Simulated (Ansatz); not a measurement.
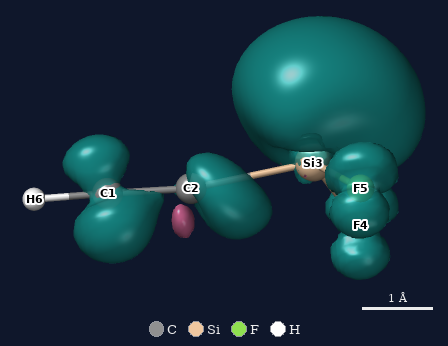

Figure 1: C2HF2Si (SMILES C#C[Si](F)F) (doublet). Isosurfaces of the spin density at +0.015 (teal) and −0.015 e/Å³ (pink), seen from one side.

Geometry: PBE0-D4/def2-TZVP.

Computed with UKS PBE0-D4/def2-TZVPP (Ansatz 0.2.0).

| atom | x (Å) | y (Å) | z (Å) |
| --- | --- | --- | --- |
| C | -0.0859 | 0.3134 | 1.6964 |
| C | -0.0849 | 0.1124 | 0.5063 |
| Si | -0.3363 | -0.0886 | -1.2733 |
| F | -0.1560 | -1.6172 | -1.6643 |
| F | 0.7715 | 0.7327 | -2.0607 |
| H | -0.0664 | 0.4833 | 2.7493 |

Describe the spin distribution.

Answer. The unpaired spin (1 electron) lies mostly on Si3 (about 0.8), in electrons by Hirshfeld's partition.
